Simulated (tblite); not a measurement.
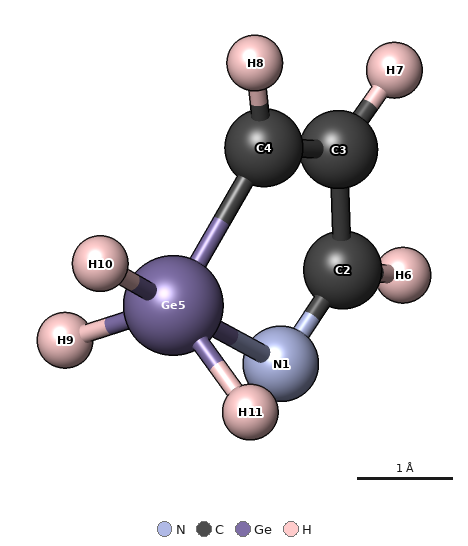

Fig. 1: The structure (ball-and-stick view, seen at a tilt; atoms are numbered from 1 in the order of the input). Sticks mark near contacts. Bond lengths as drawn: C–C 1.33 to 1.46 Å, C–Ge 1.96 Å, C–H 1.08 to 1.09 Å, C–N 1.24 Å, Ge–H 1.49 to 1.55 Å and Ge–N 2.25 Å.

**Frequency calculation, with input and output: C3H6GeN**

The run: frequency calculation of C3H6GeN, multiplicity 2. Method and program: GFN2-xTB harmonic vibrations, gas phase (tblite 0.8.0).

It belongs to a series of runs on one base structure; here: H removed from N.

### Output
```
mode    cm-1     km/mol
  1     132.6      4.18
  2     208.0      6.47
  3     297.9      3.95
  4     333.6      4.46
  5     373.5      2.91
  6     467.8     44.56
  7     519.7     15.68
  8     591.1      2.50
  9     708.8     70.77
 10     714.0    163.60
 11     738.1     28.73
 12     819.0     55.21
 13     860.7      1.61
 14     915.4      3.51
 15     936.0     44.95
 16     996.0      5.09
 17    1106.1      0.03
 18    1163.6      1.02
 19    1262.3     17.40
 20    1581.9     18.31
 21    1676.7    195.60
 22    1708.5    121.03
 23    1991.4     96.75
 24    2063.2    288.60
 25    2900.1     15.54
 26    3045.6     39.85
 27    3071.4     39.74
```

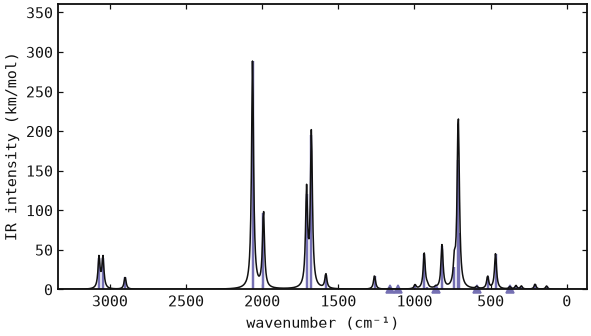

Fig. 2: Harmonic infrared spectrum, unscaled: sticks (degenerate modes added up, dark ones marked on the axis) with a Lorentzian envelope of 16 cm⁻¹ full width, scaled to the tallest stick. 27 modes from 133 to 3071 cm⁻¹, none imaginary. The strongest line is at 2063 cm⁻¹ (289 km/mol).

The run was set up as follows.

### Input file
```
{"job": {"kind": "ir", "xc": "GFN2-xTB", "basis": "xTB"}, "charge": 0, "multiplicity": 2}
N      0.262018    -1.532132     0.431334
C      1.310860    -0.899370     0.240314
C      1.306137     0.503867    -0.158089
C      0.099970     1.053201    -0.301111
Ge    -1.440248    -0.109491     0.041592
H      2.280075    -1.385303     0.369071
H      2.246702     1.015416    -0.311909
H     -0.007845     2.087518    -0.590789
H     -1.737299    -1.154201    -0.981300
H     -2.596619     0.883158    -0.230109
H     -1.718326    -0.459993     1.465032
```

The first line tells a small driver script what to run in tblite; the rest is the geometry in Å.

Run as:
```bash
OMP_NUM_THREADS=1 python <driver script> task.json out
```

### Summary

| quantity | value |
| --- | --- |
| outcome | converged |
| total energy | −386.0971 eV |
| zero-point energy | 44.5780 kcal/mol |
| hardware | 1 CPU thread, shared host |
| peak memory | 0.18 GiB |
